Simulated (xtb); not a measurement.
CH8FSSi2 (charge +1): geometry relaxation (part 1 of 4)

- system: CH8FSSi2, charge +1
- method: GFN-FF (xtb 6.7.1 later snapshot)

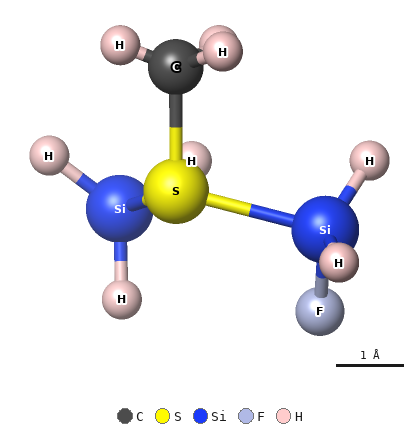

**Figure 1.** The starting structure (ball-and-stick view, seen at a tilt).

**Input file (mol.coord)**
```
$coord
     -2.718276543968     -1.873682349828      1.095965563238  c
     -0.318456646522      0.748822874144      1.346864500805  s
      3.461165678081     -1.211862466461      1.629151789301  si
     -0.727034331927      2.929472335656     -2.417356555883  si
      2.251287424050      3.783760824816     -2.653780191334  f
     -4.513591951407     -1.080791062457      0.306343502063  h
     -2.855168304436     -2.751668004590      2.539281685443  h
     -2.094307874878     -2.775856498985     -0.620623853850  h
      2.838368639188     -2.895438368152      3.387050619473  h
      4.893899333988      0.907427587784      1.888535597167  h
      3.193334794438     -2.293862953638     -0.820859234015  h
     -0.920731259701      0.978349009241     -4.304531550240  h
     -2.317824680898      5.037631903027     -1.848983629379  h
$end
```

Machine: 1 thread of Arm Neoverse V1, 24 GiB of memory available, shared host.

Launch command:
```bash
xtb --opt sloppy --gff --chrg 1 -- mol.coord > out.txt 2> xtb.err
```

**Output**
```
* xtb version 6.7.1
   ID    Z sym.   atoms
    1    6 c      1
    2   16 s      2
    3   14 si     3, 4
    4    9 f      5
    5    1 h      6-13

           -------------------------------------------------
          |                Calculation Setup                |
           -------------------------------------------------

          program call               : xtb --opt sloppy --gff --chrg 1 -- mol.coord
          coordinate file            : mol.coord
          omp threads                :                     1

          ==================== Thresholds ====================
          CN  :   150.00000
          rep :   500.00000
          disp:  2500.00000
          HB1 :   250.00000
          HB2 :   450.00000

          Pauling EN used:
          Z : 1  EN :  2.20
          Z : 6  EN :  2.55
          Z : 9  EN :  3.98
          Z :14  EN :  1.90
          Z :16  EN :  2.58
          electric field strengths (au): 0.000

           -------------------------------------------------
          |           Force Field Initialization            |
           -------------------------------------------------

          distances ...
          ----------------------------------------
          generating topology and atomic info file ...
          pair mat ...
          computing topology distances matrix with Floyd-Warshall algo ...
          making topology EEQ charges ...
          #fragments for EEQ constrain: 1
          ----------------------------------------
          generating topology and atomic info file ...
          pair mat ...
          computing topology distances matrix with Floyd-Warshall algo ...
          making topology EEQ charges ...
          #fragments for EEQ constrain: 1
          rings ...
          # BATM   90
          # H in HB   8

  atom   neighbors  erfCN metchar sp-hybrid imet pi  qest     coordinates
    1  c       4    3.48   0.00         3    0    0  -0.081   -2.718277   -1.873682    1.095966
    2  s       3    2.72   0.00         3    0    0   0.031   -0.318457    0.748823    1.346865
    3  si      4    3.47   0.03         3    0    0   0.100    3.461166   -1.211862    1.629152
    4  si      4    3.45   0.03         3    0    0   0.257   -0.727034    2.929472   -2.417357
    5  f       1    0.98   0.00         0    0    0  -0.196    2.251287    3.783761   -2.653780
    6  h       1    0.97   0.01         0    0    0   0.133   -4.513592   -1.080791    0.306344
    7  h       1    0.98   0.00         0    0    0   0.133   -2.855168   -2.751668    2.539282
    8  h       1    0.98   0.00         0    0    0   0.133   -2.094308   -2.775856   -0.620624
    9  h       1    0.98   0.00         0    0    0   0.103    2.838369   -2.895438    3.387051
   10  h       1    0.98   0.00         0    0    0   0.103    4.893899    0.907428    1.888536
   11  h       1    0.97   0.01         0    0    0   0.103    3.193335   -2.293863   -0.820859
   12  h       1    0.97   0.01         0    0    0   0.091   -0.920731    0.978349   -4.304532
   13  h       1    0.97   0.01         0    0    0   0.091   -2.317825    5.037632   -1.848984

          #atoms :   13
          #bonds :   12
          #angl  :   21
          #tors  :   18
          #nmol  :   1
          #optfrag :   1
           -------------------------------------------------
          |                   G F N - F F                   |
          |          A general generic force-field          |
          |                  Version 1.0.3                  |
           -------------------------------------------------
          Number of HB bonds (bound hydrogen)     37
          Number of HB bonds (unbound hydrogen)   3
          Number of XB bonds                      0

 E+G (total)                   0 d,  0 h,  0 min,  0.000 sec
 distance/D3 list               ...        0 min,  0.000 sec (  1.042%)
 non bonded repulsion           ...        0 min,  0.000 sec (  8.109%)
 dCN                            ...        0 min,  0.000 sec (  4.417%)
 EEQ energy and q               ...        0 min,  0.000 sec ( 15.829%)
 D3                             ...        0 min,  0.000 sec ( 10.467%)
 EEQ gradient                   ...        0 min,  0.000 sec (  2.647%)
 bonds                          ...        0 min,  0.000 sec (  7.809%)
 bend and torsion               ...        0 min,  0.000 sec ( 14.562%)
 bonded ATM                     ...        0 min,  0.000 sec (  5.422%)
 HB/XB (incl list setup)        ...        0 min,  0.000 sec ( 22.344%)

         :::::::::::::::::::::::::::::::::::::::::::::::::::::
         ::                     SUMMARY                     ::
         :::::::::::::::::::::::::::::::::::::::::::::::::::::
         :: total energy               0.085412229950 Eh    ::
         :: gradient norm              0.347322743339 Eh/a0 ::
         ::.................................................::
         :: bond energy               -1.385864273587 Eh    ::
         :: angle energy               0.064665901812 Eh    ::
         :: torsion energy             0.000118558561 Eh    ::
         :: repulsion energy           0.091143425564 Eh    ::
         :: electrostat energy         1.322825317358 Eh    ::
         :: dispersion energy         -0.007272531794 Eh    ::
         :: HB energy                  0.000000000000 Eh    ::
         :: XB energy                  0.000000000000 Eh    ::
         :: bonded atm energy         -0.000204167963 Eh    ::
         :: external energy            0.000000000000 Eh    ::
         :: add. restraining           0.000000000000 Eh    ::
         :: total charge               1.000000000000 e     ::
         :::::::::::::::::::::::::::::::::::::::::::::::::::::

      -----------------------------------------------------------
     |                   =====================                   |
     |                        A N C O P T                        |
     |                   =====================                   |
     |               Approximate Normal Coordinate               |
     |                Rational Function Optimizer                |
      -----------------------------------------------------------

          ...................................................
          :                      SETUP                      :
          :.................................................:
          :   optimization level            sloppy          :
          :   max. optcycles                   200          :
          :   ANC micro-cycles                  20          :
          :   degrees of freedom                33          :
          :.................................................:
          :   RF solver                   davidson          :
          :   write xtbopt.log                true          :
          :   linear?                        false          :
          :   energy convergence         0.1000000E-03 Eh   :
          :   grad. convergence          0.6000000E-02 Eh/α :
          :   maximum RF displ.          1.0000000          :
          :   Hlow (freq-cutoff)         0.1000000E-01      :
          :   Hmax (freq-cutoff)         5.0000000          :
          :   S6 in model hess.         20.0000000          :
          ...................................................

generating ANC from exact Hessian ...
Using GFN-FF Lindh-Hessian
 Shifting diagonal of input Hessian by    1.0191561018845816E-002
 Lowest  eigenvalues of input Hessian
    0.010000    0.010021    0.000000    0.000000    0.000000    0.000000
    0.000000    0.000000    0.010407    0.010533    0.011288    0.011782
    0.015278    0.017540    0.018461    0.019779    0.028840    0.042161
 Highest eigenvalues
    0.989020    1.253252    1.361557    1.564031    1.652459    2.138934

........................................................................
.............................. CYCLE    1 ..............................
........................................................................
     iter. time                 ...        0 min,  0.000 sec
 * total energy  :     0.0854122 Eh     change        0.0000000E+00 Eh
   gradient norm :     0.3473227 Eh/α   predicted     0.0000000E+00 (   0.00%)
   displ. norm   :     0.3261695 α      lambda       -0.7990902E-01
   maximum displ.:     0.1462217 α      in ANC's #24, #33, #14, ...

........................................................................
.............................. CYCLE    2 ..............................
........................................................................
     iter. time                 ...        0 min,  0.000 sec
 * total energy  :     0.0322516 Eh     change       -0.5316059E-01 Eh
   gradient norm :     0.1239014 Eh/α   predicted    -0.4420511E-01 ( -16.85%)
   displ. norm   :     0.4468749 α      lambda       -0.2835224E-01
   maximum displ.:     0.3100216 α      in ANC's #11, #13, #24, ...

........................................................................
.............................. CYCLE    3 ..............................
........................................................................
     iter. time                 ...        0 min,  0.000 sec
 * total energy  :     0.0140974 Eh     change       -0.1815425E-01 Eh
   gradient norm :     0.0398382 Eh/α   predicted    -0.1700705E-01 (  -6.32%)
   displ. norm   :     0.3191252 α      lambda       -0.5261150E-02
   maximum displ.:     0.2016709 α      in ANC's #11, #9, #10, ...

........................................................................
.............................. CYCLE    4 ..............................
........................................................................
     iter. time                 ...        0 min,  0.000 sec
 * total energy  :     0.0109906 Eh     change       -0.3106764E-02 Eh
   gradient norm :     0.0266381 Eh/α   predicted    -0.2898471E-02 (  -6.70%)
   displ. norm   :     0.1883912 α      lambda       -0.2222245E-02
   maximum displ.:     0.0863858 α      in ANC's #9, #4, #14, ...

........................................................................
.............................. CYCLE    5 ..............................
........................................................................
     iter. time                 ...        0 min,  0.000 sec
 * total energy  :     0.0092443 Eh     change       -0.1746372E-02 Eh
   gradient norm :     0.0217639 Eh/α   predicted    -0.1150557E-02 ( -34.12%)
   displ. norm   :     0.3016833 α      lambda       -0.3042171E-02
   maximum displ.:     0.1473928 α      in ANC's #4, #11, #9, ...

........................................................................
.............................. CYCLE    6 ..............................
........................................................................
     iter. time                 ...        0 min,  0.000 sec
 * total energy  :     0.0073252 Eh     change       -0.1919011E-02 Eh
   gradient norm :     0.0156671 Eh/α   predicted    -0.1659522E-02 ( -13.52%)
   displ. norm   :     0.2424929 α      lambda       -0.1033191E-02
   maximum displ.:     0.1545971 α      in ANC's #4, #11, #9, ...

........................................................................
.............................. CYCLE    7 ..............................
........................................................................
     iter. time                 ...        0 min,  0.000 sec
 * total energy  :     0.0066616 Eh     change       -0.6636720E-03 Eh
   gradient norm :     0.0103108 Eh/α   predicted    -0.5469739E-03 ( -17.58%)
   displ. norm   :     0.2515897 α      lambda       -0.6410751E-03
   maximum displ.:     0.2104178 α      in ANC's #4, #11, #8, ...

........................................................................
.............................. CYCLE    8 ..............................
........................................................................
     iter. time                 ...        0 min,  0.000 sec
 * total energy  :     0.0062749 Eh     change       -0.3866755E-03 Eh
   gradient norm :     0.0082567 Eh/α   predicted    -0.3408210E-03 ( -11.86%)
   displ. norm   :     0.1678748 α      lambda       -0.3086099E-03
   maximum displ.:     0.1399293 α      in ANC's #4, #3, #5, ...

........................................................................
.............................. CYCLE    9 ..............................
........................................................................
     iter. time                 ...        0 min,  0.000 sec
 * total energy  :     0.0060781 Eh     change       -0.1968086E-03 Eh
   gradient norm :     0.0094109 Eh/α   predicted    -0.1586549E-03 ( -19.39%)
   displ. norm   :     0.1459996 α      lambda       -0.2455887E-03
   maximum displ.:     0.1288683 α      in ANC's #4, #7, #2, ...

........................................................................
.............................. CYCLE   10 ..............................
........................................................................
     iter. time                 ...        0 min,  0.000 sec
 * total energy  :     0.0058914 Eh     change       -0.1866610E-03 Eh
   gradient norm :     0.0088058 Eh/α   predicted    -0.1254122E-03 ( -32.81%)
   displ. norm   :     0.2148842 α      lambda       -0.3129751E-03
   maximum displ.:     0.1892555 α      in ANC's #4, #2, #7, ...

........................................................................
.............................. CYCLE   11 ..............................
........................................................................
     iter. time                 ...        0 min,  0.000 sec
 * total energy  :     0.0056700 Eh     change       -0.2214280E-03 Eh
   gradient norm :     0.0065750 Eh/α   predicted    -0.1637151E-03 ( -26.06%)
   displ. norm   :     0.2259263 α      lambda       -0.2452923E-03
   maximum displ.:     0.2016264 α      in ANC's #4, #2, #7, ...

........................................................................
.............................. CYCLE   12 ..............................
........................................................................
     iter. time                 ...        0 min,  0.000 sec
 * total energy  :     0.0054896 Eh     change       -0.1803749E-03 Eh
   gradient norm :     0.0069120 Eh/α   predicted    -0.1289025E-03 ( -28.54%)
   displ. norm   :     0.2745379 α      lambda       -0.2761685E-03
   maximum displ.:     0.2492396 α      in ANC's #4, #23, #2, ...

........................................................................
.............................. CYCLE   13 ..............................
........................................................................
     iter. time                 ...        0 min,  0.000 sec
 * total energy  :     0.0052752 Eh     change       -0.2143865E-03 Eh
   gradient norm :     0.0086491 Eh/α   predicted    -0.1484937E-03 ( -30.74%)
   displ. norm   :     0.3313980 α      lambda       -0.4033862E-03
   maximum displ.:     0.2900304 α      in ANC's #4, #23, #8, ...
```
